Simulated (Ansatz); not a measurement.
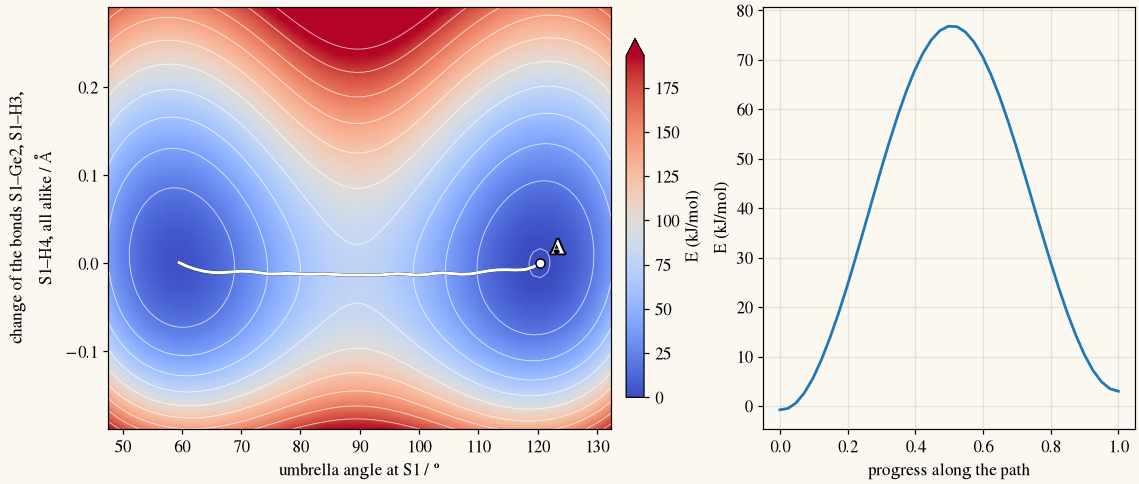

GeH5S, SMILES [SH2+][GeH3], charge +1. First axis: umbrella angle at S1 (between each of its bonds and their common axis; 90 is planar). Second axis: change of the bonds S1–Ge2, S1–H3, S1–H4, all alike. Nothing is relaxed (all other coordinates rigid). The scan uses a 15 × 15 grid. Points are written as (first, second). Energies are in kJ/mol, from the lowest grid point. Method: Ansatz, RKS B3LYP-D4/def2-TZVP.

The picture shows a smooth colour map with a few white contour lines, a line along the lowest path, one colour for all values above the top of the scale, the energy along the path at the right, the start A. Between grid points the surface is interpolated.

Q: Describe the path and its barrier.

A: The easiest path leads from the well at about (120°, 0.00 Å) to the well at about (60°, 0.00 Å), about 3.8 kJ/mol higher. Its highest point lies about 78 kJ/mol above the bottom of the first well on the interpolated surface, at (90.0°, −0.017 Å). The start is the relaxed structure and all else is held, so a fully relaxed path at this level can only be lower.
